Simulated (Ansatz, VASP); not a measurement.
## InPd: VASP beside Ansatz

Wanted: the spread between two codes on one cell, functional and k mesh. The cell is taken from a series of runs on this material, whose earlier steps may have relaxed or scaled it; both programs get it as it stands.

Main program and level: Ansatz 0.2.0; plane waves, with VASP 6.6.1 beside it; single point at PBEsol.

**1. The structure**

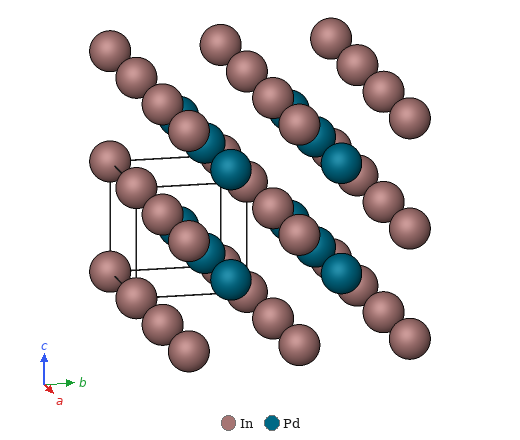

The starting structure, seen slightly off an axis (indium brown, palladium blue). 3×2×2 cells are drawn. Some periodic images of atoms are drawn too.

Structure file:

```cif
data_structure
_symmetry_space_group_name_H-M 'Pm-3m'
_symmetry_Int_Tables_number 221
_cell_length_a 3.2719
_cell_length_b 3.2719
_cell_length_c 3.2719
_cell_angle_alpha 90.000
_cell_angle_beta 90.000
_cell_angle_gamma 90.000
_cell_volume 35.03
loop_
_atom_site_label
_atom_site_type_symbol
_atom_site_symmetry_multiplicity
_atom_site_Wyckoff_symbol
_atom_site_fract_x
_atom_site_fract_y
_atom_site_fract_z
_atom_site_occupancy
In1 In 1 a 0.00000 0.00000 0.00000 1
Pd1 Pd 1 b 0.50000 0.50000 0.50000 1
```

**2. Ansatz: single point, PBEsol**

Ansatz runs on its default PAW (the set named soft_2) files.

A single point gives forces, pressure and levels at one fixed geometry, so differences don't come from the geometry; what else differs is listed under the comparison.

Contents of input.yaml:

```yaml
crystal:
  lattice:
    - [3.27188478, 0.0, 0.0]
    - [0.0, 3.27188478, 0.0]
    - [0.0, 0.0, 3.27188478]
  atoms:
    - { symbol: In, position: [0.0, 0.0, 0.0] }
    - { symbol: Pd, position: [0.5, 0.5, 0.5] }
kpoints:
  mp_grid: { grid: [6, 6, 6] }
hamiltonian:
  xc: pbesol
scf:
  occupations: { method: gaussian, width: 0.1 }
  lower_state_search: "off"
output:
  forces: true
  stress: true
  eigenvalues: true
```

Command:

```sh
> ansatz run input.yaml --threads 4 --pin off --max-ram 8192MiB --backend cpu --events-out ev --progress --plain --runs-dir out
```

Numbers of over 12 decimals in the logs are rounded to 6 here.

What it wrote:

```text
Engine: ansatz 0.2.0, aarch64-unknown-linux-gnu
Pseudopotentials: kind: paw
Pseudopotential: In, paw, valence charge 13, recommended cutoff 420 eV (normal), In.paw.azcp
Pseudopotential: Pd, paw, valence charge 18, recommended cutoff 420 eV (normal), Pd.paw.azcp
Functional definition: PBEsol
  exchange = pbesol_x
  correlation = pbesol_c
Crystal: 2 atoms, lattice volume = 35.026 Å³
Basis set: ecut = 420 eV, 691 PW (Γ), exchange–correlation on 48×48×48 points (8 copies of the dense FFT grid, shifted against one another)
Bands: 20, of which v1, the nominal top of the filled ones, is band 16 counted from 1 (15 counted from 0)
Symmetry: 48 space group operations
Space group: Pm-3m (ITA 221), of the structure as read, at distance tolerance 3.3e-5 Å
k-points: 20 of 216
Non-local potential: In, projectors of the file, l = 0: 2, l = 1: 2, l = 2: 2, l = 3: 2
Non-local potential: Pd, projectors of the file, l = 0: 2, l = 1: 2, l = 2: 2, l = 3: 1
PAW form: soft (Blöchl's): semilocal exchange-correlation on the pseudo side does not see the compensation charge
PAW frozen core: In, regenerated for the run's functional, and the local potential with it (the file was generated under x = pbe(κ = 0.804, μ = 0.219515), c = pbe(β = 0.066725))
PAW frozen core: Pd, regenerated for the run's functional, and the local potential with it (the file was generated under x = pbe(κ = 0.804, μ = 0.219515), c = pbe(β = 0.066725))
PAW one-centre angular grid: In, 590 points (default); XC on 64 Gauss nodes
PAW one-centre angular grid: Pd, 590 points (default); XC on 64 Gauss nodes
Initial density: superposition of atomic densities (neutral atoms: chi_scale 0, normalization atom), corrected by the library's trained network
Initial wavefunctions: pseudopotential atomic-orbital guess
Functional: x = pbesol(κ = 0.804, μ = 0.123457), c = pbesol(β = 0.046)
SCF iter   1: F=—  HF=-12433.093336 eV  |F-HF|=—  |Δ(HF+E_count)|=         —  Δρ=9.57e-3  dr2=3.68e-2  ethr=1.77e-3  ⟨swp⟩=5.6  Hψ=1756  notcnv=0
preconditioner: auto → none  [insulator: Δε(μ)=0.222 eV  Ē_g=14.412 eV  σ=0.100 eV  W_gap=0.88  n_scr=6 (ndim 8)  ℏωp=30.1 eV  f_vac=0.000  D(μ)=0.45/eV (n_scr^D=0)  ε∞_Penn≈5.4]
SCF iter   2: F=—  HF=-12433.085820 eV  |F-HF|=—  |Δ(HF+E_count)|=   7.52e-3  Δρ=1.63e-3  dr2=1.12e-3  ethr=1.19e-4  ⟨swp⟩=2.4  Hψ=671  notcnv=0  defer=1
SCF iter   3: F=—  HF=-12433.085578 eV  |F-HF|=—  |Δ(HF+E_count)|=   2.42e-4  Δρ=5.82e-4  dr2=9.99e-5  ethr=3.63e-6  ⟨swp⟩=1.5  Hψ=411  notcnv=0  defer=2
SCF iter   4: F=—  HF=-12433.085563 eV  |F-HF|=—  |Δ(HF+E_count)|=   1.50e-5  Δρ=4.42e-5  dr2=3.66e-7  ethr=3.22e-7  ⟨swp⟩=2.8  Hψ=661  notcnv=0  defer=2
iter 5 did not close the SCF: its close was put off for the readings that it lacked (scf_convergence_deferred on its scf_iter line)
SCF iter   5: F=-12433.085563 eV  HF=-12433.085563 eV  |F-HF|=1.95e-8  |Δ(HF+E_count)|=   2.96e-7  Δρ=1.73e-5  dr2=5.60e-8  ethr=1.18e-9  ⟨swp⟩=2.0  Hψ=620  notcnv=0  defer=2
SCF iter   6: F=-12433.085563 eV  HF=-12433.085563 eV  |F-HF|=6.66e-10  |Δ(HF+E_count)|=   3.62e-8  Δρ=1.91e-6  dr2=5.09e-10  ethr=1.81e-10  ⟨swp⟩=3.9  Hψ=1507  notcnv=0
SCF 1 converged in 6 iterations: F = -12433.085563 eV  dr2 = 5.09e-10
  greatest PAW one-centre occupation: 0.999 electrons in one spin orbital (limit 2), on the Pd atom at site 1 (counted from 0), in its partial waves of l = 0
SCF converged after 6 iterations
Free energy (F): -12433.085563 eV
Harris-Foulkes:  -12433.085563 eV  (|F-HF|=6.66e-10)
Internal energy: -12433.083161 eV  (E = F + TS)
E sigma→0 (E₀):  -12433.084362 eV
Entropy (-TS):   -0.002402 eV (-1.201 meV/atom)
Fermi energy:    16.583625 eV
--- Per-component energies (eV) ---
  E_band       = -148.909536
  E_kinetic    = 759.878193
  E_local      = -2901.061050  (includes V_loc(G=0)·N_el)
  E_nonlocal   = 588.502082
  E_hartree    = 1175.761972
  E_xc         = -381.844374
  E_vxc        = -312.099705  (∫ρ·V_xc dr)
  E_paw        = -7770.943643  (= ΣΔE_a)
  E_vpaw       = -635.653439  (= ΣTr[D̂ρ^β])
  E_aug_tail   = 0.000242  (compensation charges beyond the density's cutoff)
  E_ewald      = -3903.915009
  E_core_change = 0.538427  (= ΣΔE_core)
  E_smearing   = -0.002402  (= −TS)
  E_closure    = -0.000000  (closes the sum)
  Σ components = -12433.085563   (vs F -12433.085563, Δ=0.00e0)
--- Forces (eV/Å), atoms counted from 1 ---
  atom   1  In    -0.00000000    -0.00000000    -0.00000000
  atom   2  Pd     0.00000000    -0.00000000     0.00000000
  max |Σ_I F_I| component: 3.73e-29 eV/Å
--- Stress (GPa, compression-positive) ---
       -2.674828       0.000000      -0.000000
        0.000000      -2.674828       0.000000
        0.000000       0.000000      -2.674828
  P = ⅓ Tr σ = -2.6748 GPa (-26.748 kbar)
--- Band table (eV; the first three rows and the last of 20) ---
  k-point 0: bands = [... 12 lower, 14.2700, 14.2700, 14.2700, 20.7489, 20.7489, 20.7489, 25.9171, 27.1569]
  k-point 1: bands = [... 12 lower, 13.9749, 13.9749, 14.2511, 18.4704, 21.5965, 21.5965, 26.4313, 27.0001]
  k-point 2: bands = [... 12 lower, 13.4890, 13.4890, 14.2131, 15.9855, 23.7191, 23.7191, 26.6491, 26.7016]
  k-point 19: bands = [... 12 lower, 14.8877, 14.8877, 16.4631, 20.3266, 20.3266, 20.3266, 20.9567, 20.9567]
```

The run ends at a pressure of -2.67 GPa.

**3. VASP: single point, PBEsol**

The same cell, functional, mesh and smearing now go to VASP, with its own data sets and cutoff.

Lines of VASP's logs that name or quote its potential files are left out, and so is its time.

Contents of INCAR:

```
SYSTEM = InPd
PREC = Accurate
ENCUT = 400
EDIFF = 1E-06
NELM = 100
ISMEAR = 0
SIGMA = 0.1
LREAL = .FALSE.
ALGO = Normal
GGA = PS
NBANDS = 17
LASPH = .TRUE.
LORBIT = 11
LWAVE = .FALSE.
LCHARG = .FALSE.
KPAR = 2
ISIF = 2
```

Contents of POSCAR:

```
InPd
1.0
    3.2718847800      0.0000000000      0.0000000000
    0.0000000000      3.2718847800      0.0000000000
    0.0000000000      0.0000000000      3.2718847800
In Pd
1 1
Direct
    0.0000000000      0.0000000000      0.0000000000
    0.5000000000      0.5000000000      0.5000000000
```

Contents of KPOINTS:

```
Automatic mesh
0
Gamma
6 6 6
0 0 0
```

Potentials, in the order of the species: In_d and Pd (PBE family, release 64).

Command:

```sh
> mpirun -np 2 vasp_std
```

What it wrote:

```text
[banner, memory and clock lines left out]
running    2 mpi-ranks, on    1 nodes
 distrk:  each k-point on    1 cores,    2 groups
 distr:  one band on    1 cores,    1 groups

 POSCAR found type information on POSCAR InPd
 POSCAR found :  2 types and       2 ions
|                                                                             |
|               ----> ADVICE to this user running VASP <----                  |
|                                                                             |
|     You enforced a specific xc type in the INCAR file but a different       |
|     [... a line on the potential file left out ...]
|     I HOPE YOU KNOW WHAT YOU ARE DOING!                                     |
|                                                                             |

 LDA part: xc-table for (Slater+PW92), standard interpolation
 POSCAR, INCAR and KPOINTS ok, starting setup
 FFT: planning ... GRIDC
 FFT: planning ... GRID_SOFT
 FFT: planning ... GRID
 WAVECAR not read
 entering main loop
       N       E                     dE             d eps       ncg     rms          rms(c)
DAV:   1     0.146149273384E+03    0.14615E+03   -0.95668E+03   704   0.145E+03
DAV:   2    -0.280869136142E+01   -0.14896E+03   -0.14421E+03   698   0.340E+02
DAV:   3    -0.101066512199E+02   -0.72980E+01   -0.72500E+01   768   0.842E+01
DAV:   4    -0.102600619243E+02   -0.15341E+00   -0.15334E+00   861   0.106E+01
DAV:   5    -0.102656737951E+02   -0.56119E-02   -0.56117E-02   937   0.194E+00    0.681E+00
DAV:   6    -0.100238609784E+02    0.24181E+00   -0.79466E-01   748   0.107E+01    0.297E+00
DAV:   7    -0.998162081617E+01    0.42240E-01   -0.94423E-02   886   0.530E+00    0.169E+00
DAV:   8    -0.996964334224E+01    0.11977E-01   -0.29274E-02   829   0.175E+00    0.409E-01
DAV:   9    -0.996852230473E+01    0.11210E-02   -0.20420E-03   869   0.763E-01    0.810E-02
DAV:  10    -0.996849873562E+01    0.23569E-04   -0.46569E-05   990   0.906E-02    0.239E-02
DAV:  11    -0.996849811568E+01    0.61995E-06   -0.36500E-06   718   0.181E-02
   1 F= -.99684981E+01 E0= -.99672893E+01  d E =-.241770E-02
```

Parts of OUTCAR (step 3):

```text
ion  position               nearest neighbor table
   1  0.000  0.000  0.000-   2 2.83   2 2.83   2 2.83   2 2.83   2 2.83   2 2.83   2 2.83   2 2.83

  LATTYP: Found a simple cubic cell.
 ALAT       =     3.2718847800

 Subroutine GETGRP returns: Found 48 space group operations
 (whereof 48 operations were pure point group operations)

The static configuration has the point symmetry O_h .

 Found     20 irreducible k-points:

   k-points           NKPTS =     20   k-points in BZ     NKDIM =     20   number of bands    NBANDS=     17

   dimension x,y,z NGX =    24 NGY =   24 NGZ =   24
   dimension x,y,z NGXF=    48 NGYF=   48 NGZF=   48

   ENCUT  =  400.0 eV  29.40 Ry    5.42 a.u.   5.34  5.34  5.34*2*pi/ulx,y,z

   NELECT =      23.0000    total number of electrons

 k-points in reciprocal lattice and weights: Automatic mesh
   0.00000000  0.00000000  0.00000000       0.005
   0.16666667  0.00000000  0.00000000       0.028
   0.33333333  0.00000000  0.00000000       0.028
   0.50000000  0.00000000  0.00000000       0.014
   0.16666667  0.16666667  0.00000000       0.056
   0.33333333  0.16666667  0.00000000       0.111
   0.50000000  0.16666667  0.00000000       0.056
   0.33333333  0.33333333  0.00000000       0.056
   0.50000000  0.33333333  0.00000000       0.056
[...]
0.50000000  0.50000000  0.33333333       0.028
   0.50000000  0.50000000  0.50000000       0.005

 average (electrostatic) potential at core
       1 -90.7718       2 -70.2720

 E-fermi :  10.3262

 k-point     1 :       0.0000    0.0000    0.0000
  band No.  band energies     occupation
    ...
      7       6.4740      2.00000
      8       6.4740      2.00000
      9       8.0166      2.00000
     10       8.0166      2.00000
     11       8.0166      2.00000
     12      14.4895      0.00000
     13      14.4895      0.00000
     14      14.4895      0.00000
     15      19.6811      0.00000
     16      20.9052      0.00000
    ...

 k-point     2 :       0.1667    0.0000    0.0000
  band No.  band energies     occupation
    ...
      7       6.4770      2.00000
      8       6.5166      2.00000
      9       7.7207      2.00000
     10       7.7207      2.00000
     11       7.9971      2.00000
     12      12.2115      0.00000
     13      15.3374      0.00000
     14      15.3374      0.00000
     15      20.1895      0.00000
     16      20.7514      0.00000
    ...

 k-point     3 :       0.3333    0.0000    0.0000
  band No.  band energies     occupation
    ...
      8       6.4833      2.00000
      9       7.2344      2.00000
     10       7.2344      2.00000
     11       7.9589      2.00000
     12       9.7288      2.00000
     13      17.4603      0.00000
     14      17.4603      0.00000
     15      20.4057      0.00000
     16      20.4592      0.00000
     17      23.7429      0.00000

  Total       -0.5940599     -0.5940599     -0.5940599      0.0000000     -0.0000000      0.0000000
  in kB      -27.1735777    -27.1735777    -27.1735777      0.0000000     -0.0000000      0.0000000
  external PRESSURE =     -27.1735777 kB  Pullay stress =       0.0000000 kB

  energy-cutoff  :      400.00
  volume of cell :       35.03
      direct lattice vectors                 reciprocal lattice vectors
     3.271884780  0.000000000  0.000000000     0.305634234  0.000000000  0.000000000
     0.000000000  3.271884780  0.000000000     0.000000000  0.305634234  0.000000000
     0.000000000  0.000000000  3.271884780     0.000000000  0.000000000  0.305634234

 POSITION                                       TOTAL-FORCE (eV/Angst)
 -----------------------------------------------------------------------------------
      0.00000      0.00000      0.00000         0.000000      0.000000      0.000000
      1.63594      1.63594      1.63594         0.000000      0.000000      0.000000
 -----------------------------------------------------------------------------------
    total drift:                                0.000000      0.000000     -0.000000

  FREE ENERGIE OF THE ION-ELECTRON SYSTEM (eV)
  ---------------------------------------------------
  free  energy   TOTEN  =        -9.9684981157 eV

  energy  without entropy=       -9.9660804108  energy(sigma->0) =       -9.96728926

 total charge
# of ion       s       p       d       tot
------------------------------------------
    1        0.814   0.741   9.898  11.453
    2        0.412   0.422   8.635   9.469
--------------------------------------------------
tot          1.226   1.163  18.533  20.922

[... 3 further parts left out ...]
```

The run ends at a pressure of -2.72 GPa.

**4. Side by side**

Known differences besides the PAW data sets themselves: the data sets hold 31 valence electrons in Ansatz (default PAW (the set named soft_2) files) and 23 in VASP; the cutoff is 420 eV in Ansatz and 400 eV in VASP; Ansatz makes its cores anew for this functional, VASP keeps those of its PBE data sets. Total energies have different zeros and are not compared.

Both answers:

```tsv
quantity	Ansatz	VASP	difference
pressure (GPa)	-2.67	-2.72	+0.04
```

**5. Looking for the cause**

How far does this hang on the set-up? Further runs change one program's set-up at a time, as the table lists.

```tsv
run	difference in pressure (GPa)
as above	0.043
VASP with the data sets In_d_GW and Pd_sv_GW and a cutoff of 570 eV	0.87
```

**6. Results**

| Quantity | Value |
| --- | --- |
| difference in pressure (single point, PBEsol) | 0.043 GPa |

In words: The difference in pressure is 0.043 GPa (single point, PBEsol), within the 1 GPa picked in this series as the mark of a large difference. For single point, PBEsol: no further run halves the difference in pressure (one raises it to 0.87 GPa). How closely two codes agree says nothing of how well the functional describes the real material.

[Lines on the potential files, build, host, timing and source positions are cut from VASP's logs without a mark.]

[Logs are printed without paths, hosts, clocks, repeated set-up lines and the standing remarks that a program may print on its own settings, such as how far it seeks lower states.]

[Hosts, paths, dates, database ids (printed as entryN), source tags and the programs' standing remarks are cut or masked in the printed files.]
